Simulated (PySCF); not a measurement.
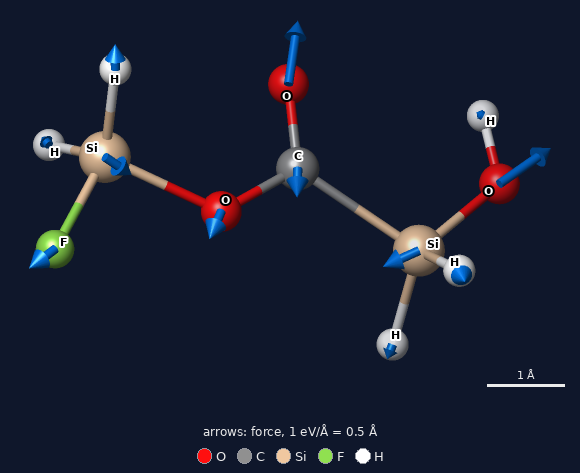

Starting geometry of CH5FO3Si2 with the computed forces as blue arrows. A ball-and-stick model, seen at a tilt.

The start comes from GFN2-xTB. Its atoms were then displaced at random by about 0.01 Å.

Computed with PySCF, PBE0-D3(BJ)/def2-SVP geometry optimisation, gas phase. 

### Is this structure relaxed? If not, where do the atoms go?

It isn't relaxed: the largest force vector, on an O atom, is 1.91 eV/Å. The final displacements have little in common with the starting forces (cosine between the two patterns 0.11). An H atom moves most after the best rigid fit: 0.42 Å. By element the largest moves are H 0.42 Å, F 0.31 Å, O 0.22 Å, C 0.18 Å, Si 0.08 Å. Some distances before and after: O–Si 1.604 → 1.656 Å, H–Si 1.452 → 1.488 Å, C–O 1.193 → 1.215 Å, F–Si 1.593 → 1.614 Å. Bond angles that change, for instance: Si–O–H 121.4° → 111.0°, C–O–Si 125.7° → 115.7°, O–C–Si 124.4° → 119.8°. Over 15 geometry steps the energy falls by 5.07 kcal/mol.
